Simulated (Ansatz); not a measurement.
```xyz
11

C     0.2579   -1.9085   -0.6808
Al   -1.7235    1.5782   -1.6843
Si    0.3934   -0.4551    0.5058
Te   -1.8169    0.7823    0.7138
H     0.0257   -1.5552   -1.6973
H    -0.5381   -2.5979   -0.3605
H     1.2105   -2.4630   -0.7166
H     0.7174   -0.9163    1.8860
H     1.4458    0.4991    0.0556
H    -2.9034    2.4829   -2.2217
H    -0.4919    1.1390   -2.5787
```

Geometry: B3LYP-D3(BJ)/def2-SVP; core potentials replace the inner electrons of Te.

Computed with Ansatz, isolated molecule in a Gaussian basis; Kohn-Sham density functional theory, functional PBE0.

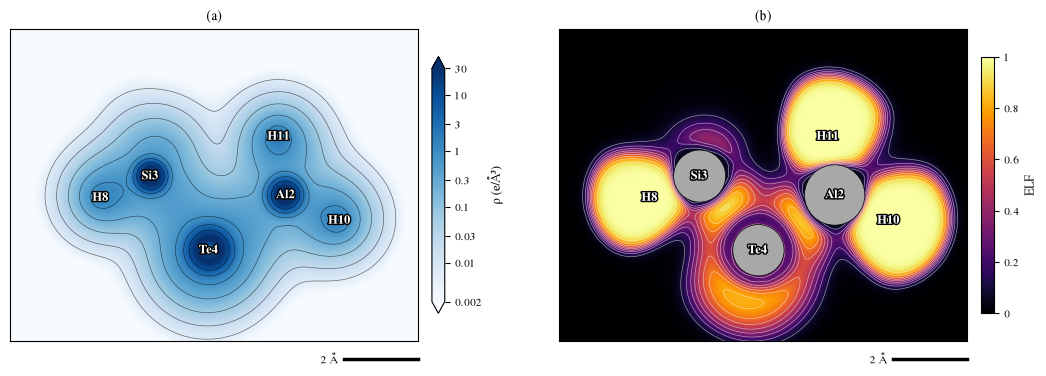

CH7AlSiTe (SMILES C[SiH2][Te][AlH2]). (a) electron density; (b) electron localisation function on the plane of atoms H10, Al2 and H11. Grey discs cover the atomic cores in the ELF map.

Q: Interpret the plot.

A: The plane passes through Al, Si, Te and H nuclei. Al–Te (2.53 Å): ρ is about 0.52 e/Å³ halfway; the ELF peaks at about 0.85 between the atoms (a covalent bond). Si–Te (2.54 Å): ρ is about 0.55 e/Å³ halfway; the ELF peaks at about 0.90 between the atoms (a covalent bond). Si–H (1.49 Å): ρ is about 0.8 e/Å³ halfway; the ELF climbs to about 1 towards the hydrogen, as it does in any bond to H. Al–H (1.58 Å): ρ at the midpoint is about 0.56 e/Å³; the ELF climbs to about 1 towards the hydrogen. The ELF also peaks beside Te4, away from the bonds: lone-pair regions.
